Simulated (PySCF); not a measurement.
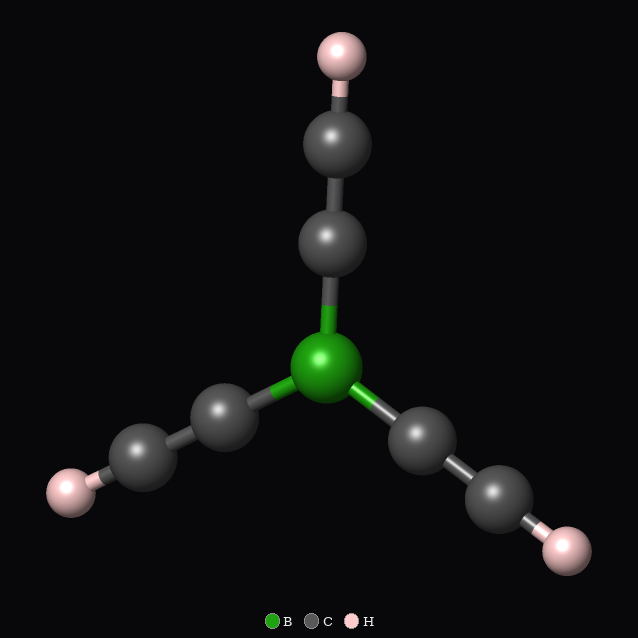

Rendered structure (ball-and-stick style).

The computed structure is the end point of a PBE0-D3(BJ)/def2-SVP optimisation. No frequency run is at hand to confirm it as a minimum.

Identify the structure.

Formula C₆H₃B. SMILES: `C#CB(C#C)C#C`. It has no ring. Among its groups: alkyne. The point group is D3h. All atoms lie on one plane. Coordination: 1 B trigonal planar; 6 C linear.

The parts below concern this one geometry. Atoms keep their numbers from picture to picture.

## Geometry

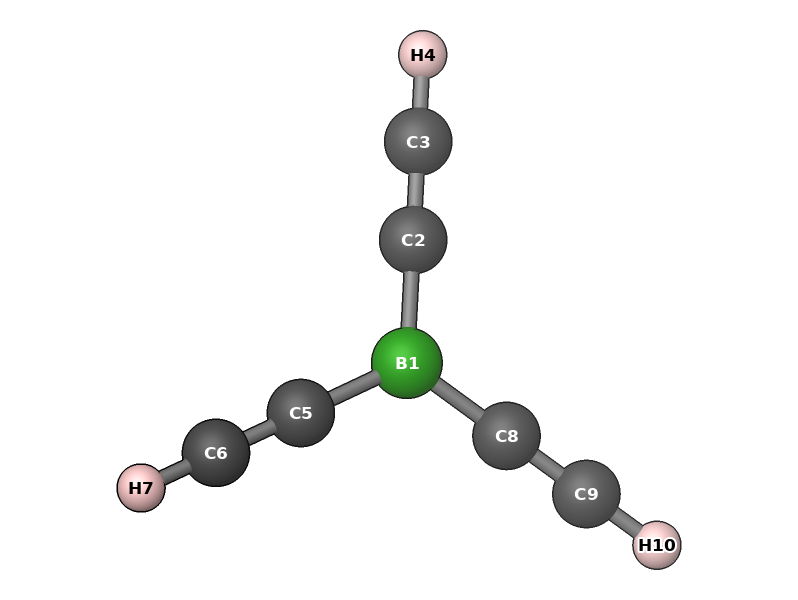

Atoms carry their numbers in the input. No frequency run is at hand to confirm it as a minimum.

Which atoms are bonded, and how long are the bonds?

```csv
bond,length (Å),order
B1–C2,1.523,single
B1–C5,1.523,single
B1–C8,1.523,single
C2–C3,1.219,triple
C3–H4,1.075,single
C5–C6,1.219,triple
C6–H7,1.076,single
C8–C9,1.219,triple
C9–H10,1.076,single
```

## NMR shielding

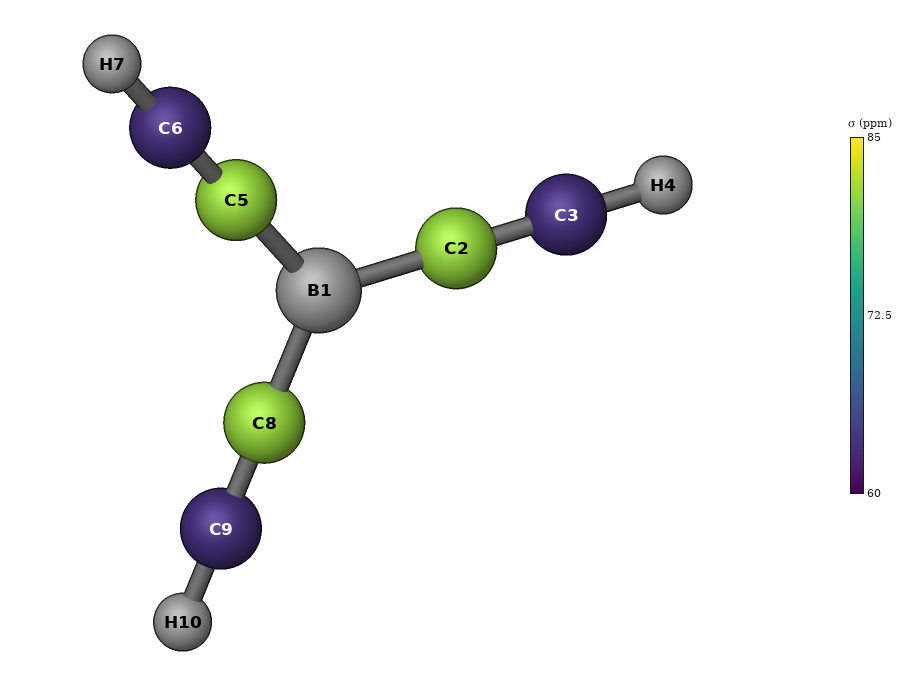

Atoms are coloured by their isotropic NMR shieldings (C only, the others grey). No frequency run is at hand to confirm it as a minimum. Level of theory: GIAO B3LYP/pcSseg-1 NMR shielding, non-relativistic, gas phase (PySCF 2.14.0).

List the isotropic NMR shieldings of the C atoms.

```json
{"atom": "C2", "σ (ppm)": "81.1"}
{"atom": "C3", "σ (ppm)": "63.5"}
{"atom": "C5", "σ (ppm)": "81.2"}
{"atom": "C6", "σ (ppm)": "63.5"}
{"atom": "C8", "σ (ppm)": "81.1"}
{"atom": "C9", "σ (ppm)": "63.4"}
```

## Spin–spin coupling

No frequency run is at hand to confirm it as a minimum. Method: B3LYP/pcJ-1 indirect spin-spin coupling, non-relativistic, gas phase (PySCF 2.14.0). Isotopes: 11B, 13C, 1H.

Give the spin–spin coupling constants of these pairs, with the number of bonds between them: B1/C5, B1/C2, B1/C8, B1/C6, B1/C3, B1/C9, B1/H4, B1/H7, B1/H10.

```csv
pair,bonds apart,J (Hz)
"B1, C5",1,108.7
"B1, C2",1,108.6
"B1, C8",1,108.7
"B1, C6",2,22.0
"B1, C3",2,22.0
"B1, C9",2,22.0
"B1, H4",3,3.9
"B1, H7",3,3.9
"B1, H10",3,3.9
```

## Quadrupole coupling

No frequency run is at hand to confirm it as a minimum. Electric field gradients from the ground-state density, B3LYP/pcJ-1 (PySCF 2.14.0), non-relativistic apart from any core potentials.

Give the largest field-gradient component, the quadrupole coupling constant and the asymmetry for 11B at B1 (Q = 40.59 mb), 2H at H4 (Q = 2.86 mb).

| atom | V_zz (a.u.) | e²qQ/h (MHz) | η |
| --- | --- | --- | --- |
| B1 | 0.414 | 3.95 | 0.00 |
| H4 | 0.327 | 0.220 | 0.03 |

## Core levels

No frequency run is at hand to confirm it as a minimum. Properties computed with delta-SCF UKS SCAN, pcX-2 on the ionised atom (unc-x2c-TZVPall on a metal), pcseg-1 elsewhere, spin-free X2C (PySCF 2.14.0).

Give the core-electron binding energies (to vacuum) of B1 1s, C2 1s, C3 1s.

| atom | level | binding energy (eV) |
| --- | --- | --- |
| B1 | 1s | 196.6 |
| C2 | 1s | 290.4 |
| C3 | 1s | 290.5 |
